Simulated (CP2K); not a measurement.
# PM3 run of B2SiH6S (SMILES BBS[SiH3])

What is the energy change on altering one bond length of B2SiH6S at PM3? 

The results are computed with CP2K 2026.2.

1 further run of the same task is left out (set aside as unsound or not needed).

**1. The system as given**

B2SiH6S has 10 atoms, charge 0, and is taken as a singlet. As SMILES, `BBS[SiH3]`. The shape is that of a GFN2-xTB optimisation. This is one conformer, not always the lowest.

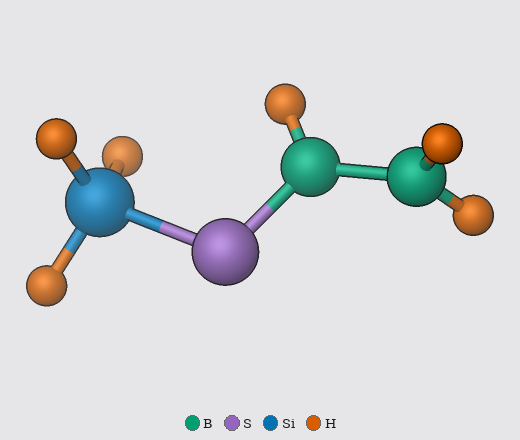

Viewed from a chosen angle; boron teal, sulfur purple, silicon blue, hydrogen orange.

**2. The energy at PM3**

File calc.inp:

```
&global
   project_name calc
   run_type ENERGY
   print_level MEDIUM
&end global
&force_eval
   method QUICKSTEP
   &dft
      &qs
         method PM3
         eps_default 1.0E-10
         &se
            &coulomb
               cutoff [angstrom] 50
               rc_range [angstrom] 0
            &end coulomb
            &exchange
               cutoff [angstrom] 50
               rc_range [angstrom] 0
            &end exchange
         &end se
      &end qs
      &poisson
         periodic NONE
         poisson_solver ANALYTIC
      &end poisson
      &scf
         scf_guess ATOMIC
         eps_scf 1.0E-06
         max_scf 150
         added_mos 4
         &diagonalization
            algorithm STANDARD
         &end diagonalization
         &mixing
            method DIRECT_P_MIXING
            alpha 0.4
         &end mixing
      &end scf
      &print
         &moments
            periodic F
            reference COM
            max_moment 1
         &end moments
         &mo ON
            energies T
            occupation_numbers T
            ndigits 6
            &each
               qs_scf 0
            &end each
            add_last NUMERIC
         &end mo
         &hirshfeld OFF
         &end hirshfeld
      &end print
   &end dft
   &subsys
      &cell
         abc 14.7 18 16.3
         periodic NONE
      &end cell
      &coord
         UNIT bohr
         B      0.6054683     4.1627454     2.2924457
         B     -0.0706380     1.7167028     0.5331295
         S      1.3061220    -1.3145880     1.0773707
         Si    -0.2994082    -3.7894678    -1.7500943
         H      2.3142342     5.5064919     1.8552575
         H     -0.6149169     4.7486172     4.0482469
         H     -1.4744399     1.8325241    -1.1927006
         H     -2.7266858    -4.6920766    -0.8063461
         H      1.5687183    -5.7924641    -1.9622349
         H     -0.6084351    -2.3784849    -4.0950554
      &end coord
      &topology
         &center_coordinates
         &end center_coordinates
      &end topology
   &end subsys
&end force_eval
```

Launch:

```console
$ OMP_NUM_THREADS=1 cp2k.psmp -i calc.inp > calc.out 2>&1
```

Standard output:

```text
CP2K| version string:                                       CP2K version 2026.2
[...]
 GLOBAL| Method name                                                        CP2K
[...]
 GLOBAL| Run type                                                         ENERGY
[...]
                             - Atoms:                                         10
[...]
                             - Spherical basis functions:                     22
[...]
 Number of electrons:                                                         22
[...]
     1 P_Mix/Diag. 0.40E+00    0.0     0.75040591       -12.8791847612 -1.29E+01
[...]
    18 DIIS/Diag.  0.33E-06    0.0     0.00000084       -17.1314940178 -1.32E-11
  *** SCF run converged in    18 steps ***
  Core-core repulsion energy [eV]:                            946.25814615326692
  Core Hamiltonian energy [eV]:                              -666.36031690759398
  Two-electron integral energy [eV]:                        -1492.13897799899382
  Electronic energy [eV]:                                   -1412.42980590709089
  Total energy [eV]:                                         -466.17165975382397
  Atomic reference energy [eV]:                               466.80631191802200
  Heat of formation [kcal/mol]:                                14.63542774866976
[...]
 SE_DIPOLE| Moment [Debye]          1.15667504      -0.69253590       1.13689166
 SE_DIPOLE| Derivative [a.u.]       0.00000000       0.00000000       0.00000000
 ENERGY| Total FORCE_EVAL ( QS ) energy [hartree]            -17.131494017769509
[...]
```

It took 1 s on 1 thread of Intel Xeon 6975P-C (Granite Rapids), shared host; peak memory 0.18 GiB.

**3. The distorted shape at the same level**

File mol.inp:

```
&GLOBAL
    PROJECT_NAME mol
    RUN_TYPE ENERGY
    PRINT_LEVEL MEDIUM
&END

&FORCE_EVAL
    METHOD QUICKSTEP
    &DFT
        CHARGE 0
        MULTIPLICITY 1
        &QS
            METHOD PM3
            EPS_DEFAULT 1.0E-10
            &SE
                &COULOMB
                    CUTOFF [angstrom] 50
                    RC_RANGE [angstrom] 0
                &END
                &EXCHANGE
                    CUTOFF [angstrom] 50
                    RC_RANGE [angstrom] 0
                &END
            &END
        &END
        &POISSON
            PERIODIC NONE
            POISSON_SOLVER ANALYTIC
        &END
        &SCF
            SCF_GUESS ATOMIC
            EPS_SCF 1.0E-06
            MAX_SCF 150
            ADDED_MOS 4
            &DIAGONALIZATION
                ALGORITHM STANDARD
            &END
            &MIXING
                METHOD DIRECT_P_MIXING
                ALPHA 0.4
            &END
        &END
        &PRINT
            &MOMENTS
                PERIODIC F
                REFERENCE COM
                MAX_MOMENT 1
            &END
            &MO ON
                ENERGIES T
                OCCUPATION_NUMBERS T
                NDIGITS 6
                &EACH
                    QS_SCF 0
                &END
                ADD_LAST NUMERIC
            &END
            &HIRSHFELD OFF
            &END
        &END
    &END
    &SUBSYS
        &CELL
            ABC [angstrom] 15.1 18 16.3
            PERIODIC NONE
        &END
        &COORD
            UNIT bohr
            B      1.4550967     4.4786887     1.9621026
            B      0.7789905     2.0326461     0.2027865
            S      2.1557504    -0.9986447     0.7470276
            Si     0.5502202    -3.4735245    -2.0804373
            H      3.1638626     5.8224352     1.5249145
            H      0.2347115     5.0645605     3.7179039
            H     -0.6248115     2.1484674    -1.5230437
            H     -2.7266858    -4.6920766    -0.8063461
            H      2.4183468    -5.4765208    -2.2925779
            H      0.2411933    -2.0625416    -4.4253984
        &END
        &TOPOLOGY
            &CENTER_COORDINATES
            &END
        &END
    &END
&END
```

Launch:

```console
$ OMP_NUM_THREADS=1 cp2k.psmp -i mol.inp > mol.out 2>&1
```

Standard output:

```text
CP2K| version string:                                       CP2K version 2026.2
[...]
 GLOBAL| Method name                                                        CP2K
[...]
 GLOBAL| Run type                                                         ENERGY
[...]
                             - Atoms:                                         10
[...]
                             - Spherical basis functions:                     22
[...]
 Number of electrons:                                                         22
[...]
     1 P_Mix/Diag. 0.40E+00    0.0     0.75455844       -12.9186348929 -1.29E+01
[...]
    20 DIIS/Diag.  0.90E-07    0.0     0.00000030       -17.0858290281 -1.36E-12
  *** SCF run converged in    20 steps ***
  Core-core repulsion energy [eV]:                            936.48284695160407
  Core Hamiltonian energy [eV]:                              -665.28457402966524
  Two-electron integral energy [eV]:                        -1472.25465022622484
  Electronic energy [eV]:                                   -1401.41189914277766
  Total energy [eV]:                                         -464.92905219117358
  Atomic reference energy [eV]:                               466.80631191802200
  Heat of formation [kcal/mol]:                                43.29064115379477
[...]
 SE_DIPOLE| Moment [Debye]          1.07441612      -0.80665727       1.11209841
 SE_DIPOLE| Derivative [a.u.]       0.00000000       0.00000000       0.00000000
 ENERGY| Total FORCE_EVAL ( QS ) energy [hartree]            -17.085829028101923
[...]
```

Run time: 0.95 s. Hardware: 1 thread of Intel Xeon 6975P-C (Granite Rapids), shared host; peak memory 0.18 GiB.

**4. What came out**

At PM3:

```
                                                          quantity          value
                                         first shape: total energy   -17.13149 Eh
                                        first shape: dipole moment         1.76 D
                                          first shape: HOMO energy       -9.39 eV
                                          first shape: LUMO energy       -1.36 eV
                                        first shape: HOMO–LUMO gap        8.03 eV
                                    first shape: heat of formation  14.6 kcal/mol
                                     distorted shape: total energy   -17.08583 Eh
                                    distorted shape: dipole moment         1.74 D
                                      distorted shape: HOMO energy       -9.29 eV
                                      distorted shape: LUMO energy       -1.42 eV
                                    distorted shape: HOMO–LUMO gap        7.88 eV
                                distorted shape: heat of formation  43.3 kcal/mol
energy change with the Si4–H8 bond stretched from 1.459 to 1.969 Å       1.243 eV
```

With the Si4–H8 bond stretched from 1.459 to 1.969 Å the energy rises by 1.24 eV (120 kJ/mol). The first shape isn't relaxed at this level, so the change isn't measured from a minimum.
